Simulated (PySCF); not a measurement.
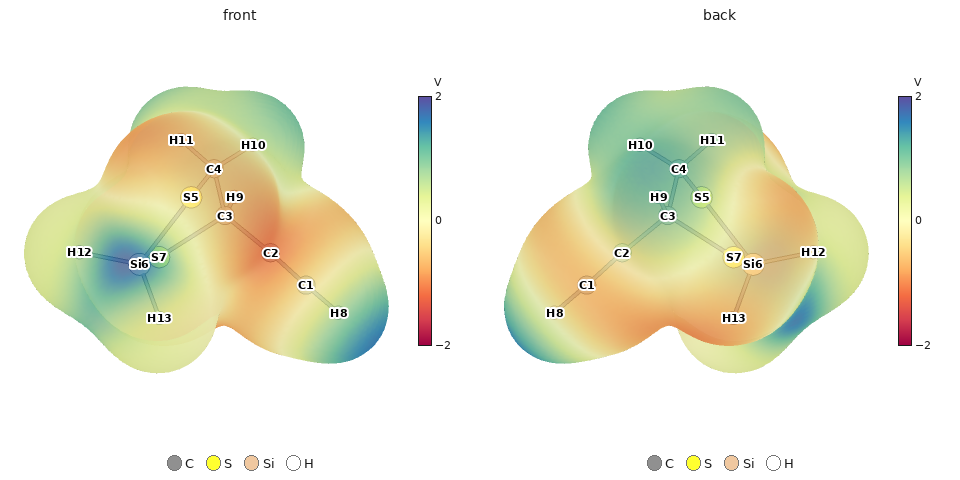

*C$_{4}$H$_{6}$S$_{2}$Si. The electrostatic potential painted on the density surface at 0.002 e/bohr³, seen from the front and from behind; the colour scale runs from red (negative) to blue (positive).*

Geometry: GFN2-xTB.

Level of theory: PySCF, PBE0/pcSseg-1, SCF density, gas phase, non-relativistic.

```tsv
atom	x (Å)	y (Å)	z (Å)
C	2.4030	-0.8569	0.2647
C	1.5615	-0.1582	-0.2223
C	0.4778	0.6173	-0.7720
C	-0.2533	1.4188	0.2925
S	-1.0414	0.3377	1.5386
Si	-1.6613	-1.1862	0.1651
S	-0.7211	-0.5004	-1.6320
H	3.1701	-1.4398	0.6794
H	0.8501	1.2869	-1.5536
H	0.4439	2.0543	0.8386
H	-1.0308	2.0353	-0.1593
H	-3.0940	-1.1539	-0.0586
H	-1.1089	-2.4546	0.6012
```

Q: Where is the surface potential most negative and most positive?

A: The most negative region (about −1.1 V) lies over C1 and S5, the most positive (about +1.7 V) over Si6 and H8.

Q: How polar is the molecule by this calculation?

A: Its dipole moment is 0.61 D.
